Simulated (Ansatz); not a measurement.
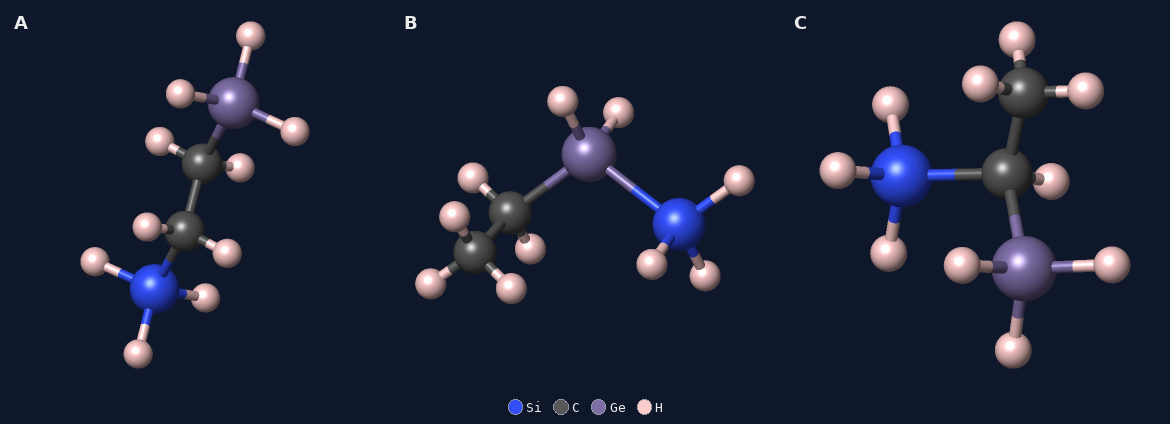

Figure made from data computed with Ansatz.

Q: Match each picture to its SMILES.
(1) C[C@H]([SiH3])[GeH3]
(2) [SiH3]C[CH2][GeH3]
(3) C[CH2][GeH2][SiH3]

A: A is (2), B is (3), C is (1).
